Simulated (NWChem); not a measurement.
**B3LYP/def2-TZVP run of CH2BN (SMILES BC#N)**

What is the vertical ionisation energy of CH2BN at B3LYP/def2-TZVP? 

Program for the calculation: NWChem 7.3.0.

## 1. The system as given

CH2BN: 5 atoms, total charge 0, spin state singlet. SMILES: `BC#N`. The coordinates come from a PBE0-D4/def2-TZVP relaxation.

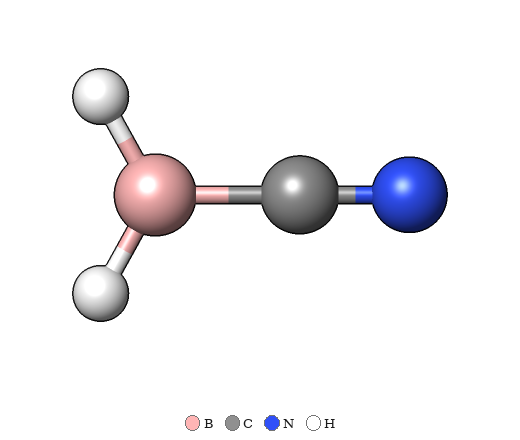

Viewed from a chosen angle; boron pink, carbon grey, nitrogen blue, hydrogen white.

## 2. A single-point energy at B3LYP/def2-TZVP

struct.xyz

```xyz
5
CH2BN
B     -0.219200     0.441300    -0.341900
C      0.352700    -0.696700     0.490700
N      0.786500    -1.559600     1.122200
H     -0.744300     0.187400    -1.377600
H     -0.125900     1.554000     0.065300
```

struct.nw

```
start struct
title "CH2BN"
memory 2200 mb

geometry units angstroms noautosym nocenter noautoz
  load format xyz struct.xyz
end

basis spherical bse
  * library def2-TZVP
end

dft
  xc b3lyp
  grid xfine
  convergence energy 1e-08
  iterations 100
  mulliken
  print low
end

task dft energy
```

Started as:

```console
nwchem struct.nw > struct.out
```

Log:

```text
Northwest Computational Chemistry Package (NWChem) 7.3.0
             --------------------------------------------------------

           Job information
           ---------------

    nwchem branch   = 7.3.0
    use scalapack   = T
    input           = struct.nw
    prefix          = struct.
    data base       = ./struct.db
    status          = startup
    nproc           =        1

           Memory information
           ------------------

    heap     =     72089596 doubles =      550.0 Mbytes
    stack    =     72089601 doubles =      550.0 Mbytes
    global   =    144179200 doubles =     1100.0 Mbytes (distinct from heap & stack)
    total    =    288358397 doubles =     2200.0 Mbytes
    verify   = yes
    hardfail = no

           Directory information
           ---------------------

  0 permanent = .
  0 scratch   = .

                                NWChem Input Module
                                -------------------

                                       CH2BN
                                       -----

 Scaling coordinates for geometry "geometry" by  1.889725989
 (inverse scale =  0.529177249)

                             Geometry "geometry" -> ""
                             -------------------------

 Output coordinates in angstroms (scale by  1.889725989 to convert to a.u.)

  No.       Tag          Charge          X              Y              Z
 ---- ---------------- ---------- -------------- -------------- --------------
    1 B                    5.0000    -0.21920000     0.44130000    -0.34190000
    2 C                    6.0000     0.35270000    -0.69670000     0.49070000
    3 N                    7.0000     0.78650000    -1.55960000     1.12220000
    4 H                    1.0000    -0.74430000     0.18740000    -1.37760000
    5 H                    1.0000    -0.12590000     1.55400000     0.06530000

      Atomic Mass
      -----------

      B                 11.009310
      C                 12.000000
      N                 14.003070
      H                  1.007825

 Effective nuclear repulsion energy (a.u.)      46.2072356963

            Nuclear Dipole moment (a.u.)
            ----------------------------
        X                 Y               Z
 ---------------- ---------------- ----------------
    10.6873453284   -21.0694999097    14.6979107940

            XYZ format geometry
            -------------------
     5
 geometry
 B                    -0.21920000     0.44130000    -0.34190000
 C                     0.35270000    -0.69670000     0.49070000
 N                     0.78650000    -1.55960000     1.12220000
 H                    -0.74430000     0.18740000    -1.37760000
 H                    -0.12590000     1.55400000     0.06530000

 ==============================================================================
                                internuclear distances
 ------------------------------------------------------------------------------
       center one      |      center two      | atomic units |  angstroms
 ------------------------------------------------------------------------------
    2 C                |   1 B                |     2.87545  |     1.52162
    3 N                |   2 C                |     2.18063  |     1.15394
    4 H                |   1 B                |     2.24621  |     1.18864
    5 H                |   1 B                |     2.24601  |     1.18854
 ------------------------------------------------------------------------------
                         number of included internuclear distances:          4
 ==============================================================================

 ==============================================================================
                                 internuclear angles
 ------------------------------------------------------------------------------
        center 1       |       center 2       |       center 3       |  degrees
 ------------------------------------------------------------------------------
    2 C                |   1 B                |   4 H                |   118.89
    2 C                |   1 B                |   5 H                |   118.89
    4 H                |   1 B                |   5 H                |   122.22
    1 B                |   2 C                |   3 N                |   179.99
 ------------------------------------------------------------------------------
                            number of included internuclear angles:          4
 ==============================================================================

 Summary of "ao basis" -> "" (spherical)
 ------------------------------------------------------------------------------
       Tag                 Description            Shells   Functions and Types
 ---------------- ------------------------------  ------  ---------------------
 *                         def2-TZVP                  on all atoms

                                 NWChem DFT Module
                                 -----------------

                                       CH2BN

                      Basis "ao basis" -> "ao basis" (spherical)
                      -----
  [basis functions not shown]

 Summary of "ao basis" -> "ao basis" (spherical)
 ------------------------------------------------------------------------------
       Tag                 Description            Shells   Functions and Types
 ---------------- ------------------------------  ------  ---------------------
 B                         def2-TZVP                11       31   5s3p2d1f
 C                         def2-TZVP                11       31   5s3p2d1f
 N                         def2-TZVP                11       31   5s3p2d1f
 H                         def2-TZVP                 4        6   3s1p

  Caching 1-el integrals
   Time after variat. SCF:      0.4

     ---------------------------------------------
      Total Density - Mulliken Population Analysis
     ---------------------------------------------

    Atom       Charge   Shell Charges
 -----------   ------   -------------------------------------------------------
    1 B    5     4.73   0.92  1.06  0.57  0.54  0.08  0.74  0.65  0.12  0.02  0.02  0.00
    2 C    6     5.77   0.86  1.12  0.61  0.60  0.10  1.09  1.06  0.26  0.02  0.03  0.02
    3 N    7     7.52   0.82  1.15  0.64  0.89  0.26  1.47  1.57  0.67  0.01  0.03  0.00
    4 H    1     0.99   0.24  0.52  0.22  0.01
    5 H    1     0.99   0.24  0.52  0.22  0.01
   Time prior to 1st pass:      0.4

           Memory utilization after 1st SCF pass:
           Heap Space remaining (MW):       35.31            35311108
          Stack Space remaining (MW):       72.09            72088908

   convergence    iter        energy       DeltaE   RMS-Dens  Diis-err    time
 ---------------- ----- ----------------- --------- --------- ---------  ------
 d= 0,ls=0.0,diis     1   -118.8523445111 -1.65D+02  8.93D-03  5.83D-01     3.0
 d= 0,ls=0.0,diis     2   -118.6485751785  2.04D-01  6.10D-03  2.21D+00     5.4
 d= 0,ls=0.0,diis     3   -118.9145033535 -2.66D-01  1.20D-03  8.21D-02     7.8
 d= 0,ls=0.0,diis     4   -118.9223244919 -7.82D-03  3.21D-04  2.60D-03    10.4
 d= 0,ls=0.0,diis     5   -118.9227354894 -4.11D-04  4.71D-05  7.45D-05    12.9
  Resetting Diis
 d= 0,ls=0.0,diis     6   -118.9227445148 -9.03D-06  1.18D-05  3.79D-06    15.4
 d= 0,ls=0.0,diis     7   -118.9227448751 -3.60D-07  9.75D-06  5.18D-07    17.9
 d= 0,ls=0.0,diis     8   -118.9227446919  1.83D-07  6.13D-06  2.20D-06    20.4
 d= 0,ls=0.0,diis     9   -118.9227449385 -2.47D-07  1.21D-06  1.20D-07    22.9
 d= 0,ls=0.0,diis    10   -118.9227449518 -1.33D-08  1.30D-07  6.83D-10    25.4
 d= 0,ls=0.0,diis    11   -118.9227449519 -9.74D-11  3.32D-08  1.42D-11    27.9

         Total DFT energy =     -118.922744951884
      One electron energy =     -250.468529617902
           Coulomb energy =      102.400402083284
    Exchange-Corr. energy =      -17.061853113553
 Nuclear repulsion energy =       46.207235696287

 Numeric. integr. density =       19.999999985115

     Total iterative time =     27.5s

     ---------------------------------------------
      Total Density - Mulliken Population Analysis
     ---------------------------------------------

    Atom       Charge   Shell Charges
 -----------   ------   -------------------------------------------------------
    1 B    5     4.97   0.91  1.06  0.55  0.51  0.05  0.97  0.75  0.09  0.03  0.04  0.01
    2 C    6     6.12   0.86  1.11  0.59  0.55  0.08  1.32  1.20  0.35  0.02  0.03  0.01
    3 N    7     6.99   0.82  1.15  0.64  0.80  0.26  1.44  1.26  0.59  0.01  0.03  0.00
    4 H    1     0.96   0.27  0.49  0.20  0.01
    5 H    1     0.96   0.27  0.49  0.20  0.01

     -------------------------------------------
      Total Density - Lowdin Population Analysis
     -------------------------------------------

    Atom       Charge   Shell Charges
 -----------   ------   -------------------------------------------------------
    1 B    5     5.13   0.95  1.00  0.36  0.33  0.15  0.82  0.90  0.30  0.05  0.21  0.05
    2 C    6     6.13   0.91  1.03  0.38  0.36  0.20  1.13  1.20  0.57  0.03  0.27  0.05
    3 N    7     6.88   0.89  1.06  0.49  0.53  0.33  1.28  1.43  0.74  0.01  0.09  0.02
    4 H    1     0.93   0.25  0.43  0.22  0.03
    5 H    1     0.93   0.25  0.43  0.22  0.03

 Task  times  cpu:       27.9s     wall:       27.9s
 Total times  cpu:       27.9s     wall:       27.9s
```

Wall time 29 s (1 thread of Intel Xeon Platinum 8559C (Emerald Rapids), shared host); peak memory 0.13 GiB.

(Part 1 of 2 ends here.)
